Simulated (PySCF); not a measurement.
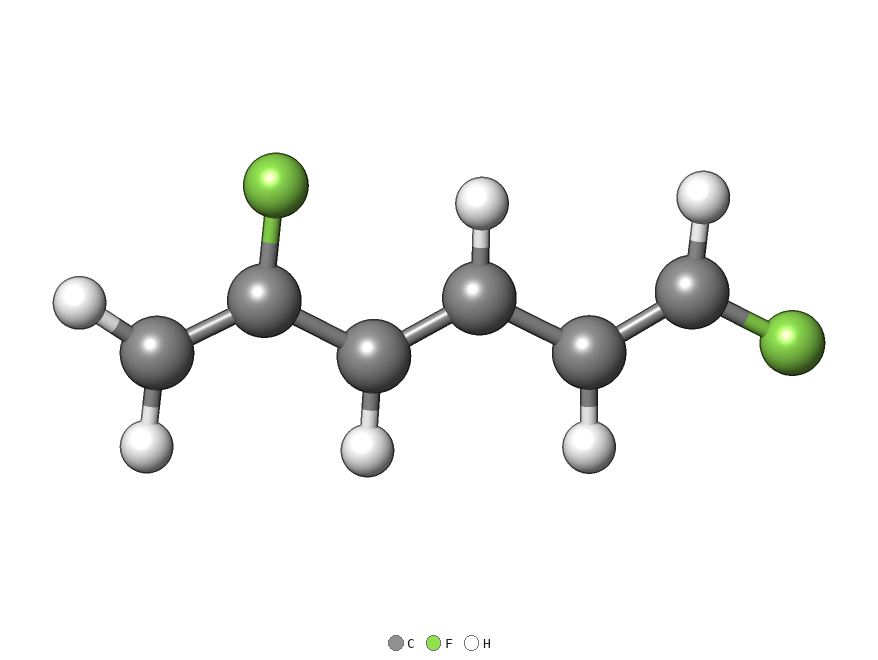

The picture shows a molecular structure as a ball-and-stick model.

Computed geometry: PBE0-D3(BJ)/def2-SVP optimisation. No frequency run is at hand to confirm it as a minimum.

> Count the atoms of each element.

C6H6F2, 14 atoms: 6 carbon, 6 hydrogen and 2 fluorine.

> Name functional groups in it.

Among them: alkene, C–F bond.

> Describe its rings.

It has no ring.

More results for the same structure follow; atom numbers are the same in all pictures, views and colours differ.

Geometry

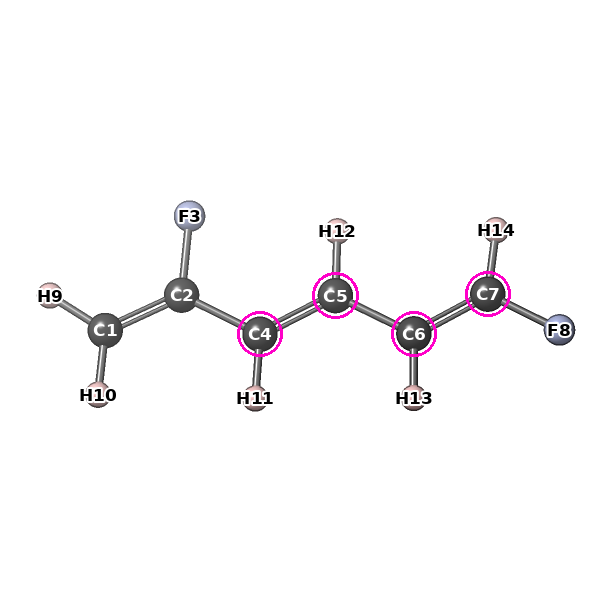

Distant atoms are faded towards the background colour. Circles mark the stereogenic atoms. No frequency run is at hand to confirm it as a minimum.

> What are the Cahn–Ingold–Prelog descriptors?

C4=C5: E; C6=C7: E.

Dipole moment

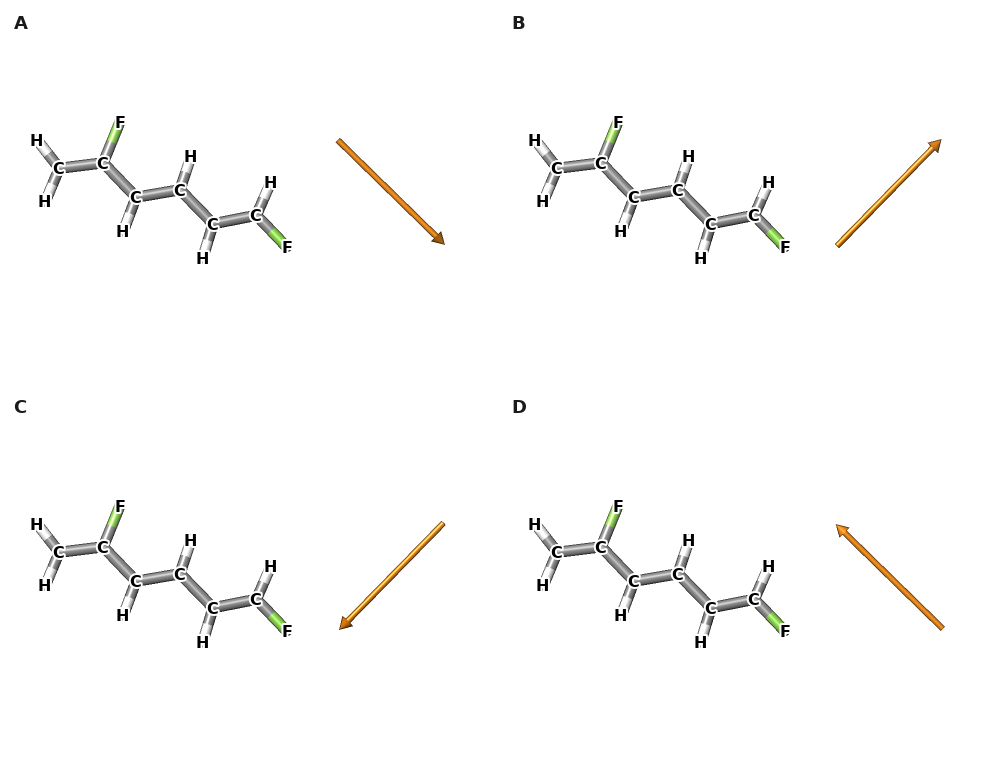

The same molecule four times, each with an arrow. No frequency run is at hand to confirm it as a minimum. Level of theory: B3LYP/pcJ-1, gas phase (PySCF 2.14.0).

> Which arrow points along the dipole moment, from the negative to the positive end?

C. The dipole moment is 0.65 D.

Charges

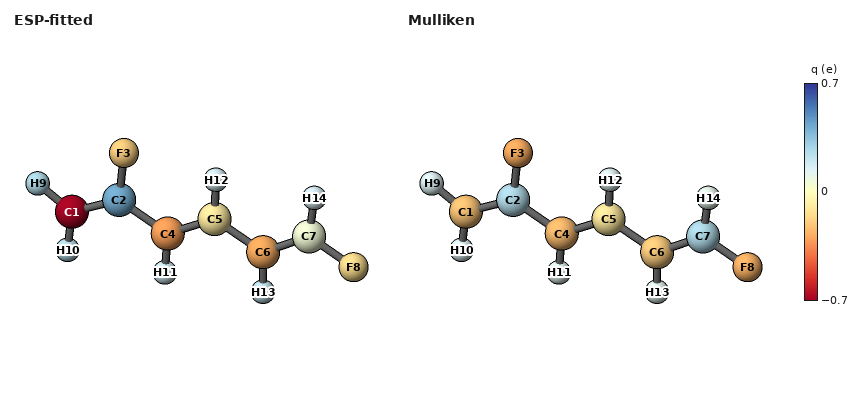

Atomic charges of one calculation by 2 schemes, on one colour scale. No frequency run is at hand to confirm it as a minimum. Level of theory: PBE0/pcSseg-1 (PySCF 2.14.0).

> Which scheme gives the most polar picture (largest mean size of the charges)?

The ESP-fitted charges are the largest in size here.

> On which atom do the schemes disagree most?

On C1 (from −0.68 to −0.21 e).

List the charges (e), one line for each set of equivalent atoms.

| atom | ESP-fitted | Mulliken |
| --- | --- | --- |
| C1 | −0.68 | −0.21 |
| C2 | 0.41 | 0.26 |
| F3 | −0.18 | −0.28 |
| C4 | −0.31 | −0.23 |
| C5 | −0.09 | −0.10 |
| C6 | −0.28 | −0.19 |
| C7 | 0.06 | 0.26 |
| F8 | −0.14 | −0.26 |
| H9 | 0.25 | 0.14 |
| H10 | 0.24 | 0.14 |
| H11 | 0.19 | 0.12 |
| H12 | 0.16 | 0.13 |
| H13 | 0.21 | 0.12 |
| H14 | 0.16 | 0.11 |

Excitation

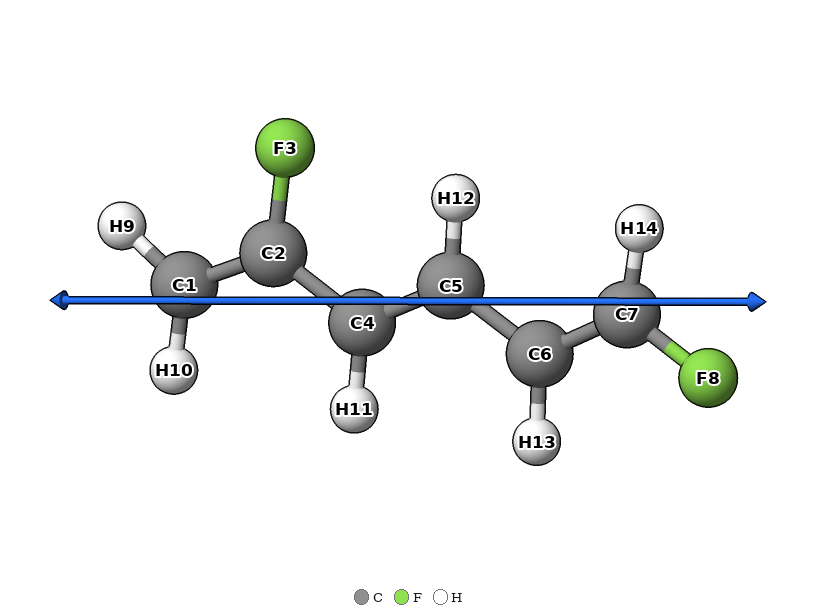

The double arrow shows the direction of the transition dipole to excited singlet state 1 (its length means nothing). No frequency run is at hand to confirm it as a minimum. Method: TDDFT CAM-B3LYP/def2-SVPD, vertical, gas phase, core orbitals frozen in the response (PySCF 2.14.0).

> How is the transition polarised?

In the molecular plane, close to the long direction C1···F8.

> Where does the transition lie, and how strong is it?

4.93 eV (251 nm), oscillator strength 1.11, mainly HOMO → LUMO (weight 0.98); transition dipole 7.71 D.

Polarisability

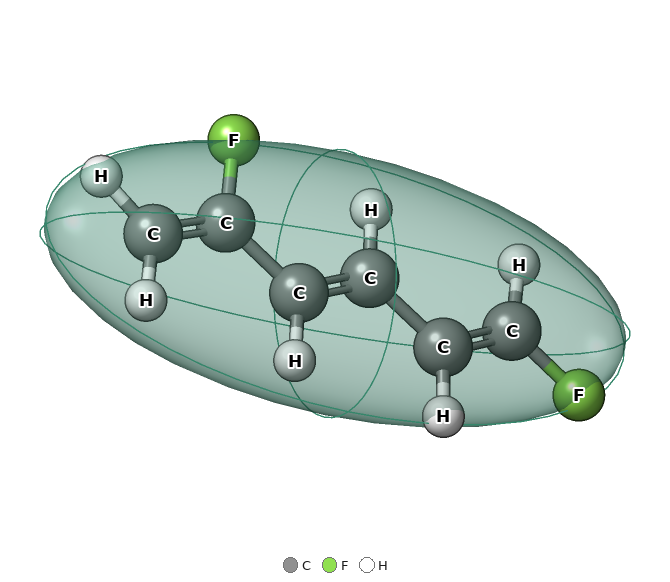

The ellipsoid shows the static dipole polarisability: its half-axes are proportional to the principal values. No frequency run is at hand to confirm it as a minimum. Computed with CAM-B3LYP/def2-SVPD (PySCF 2.14.0).

> How large and how anisotropic is the polarisability?

Principal values 47.5, 64.7, 163.6 bohr³; mean 91.9 bohr³ (13.62 Å³); anisotropy 108.6 bohr³, so the longest axis is 3.45 times the shortest.

Mulliken values depend strongly on the basis set and can even reverse the polarity of a bond.
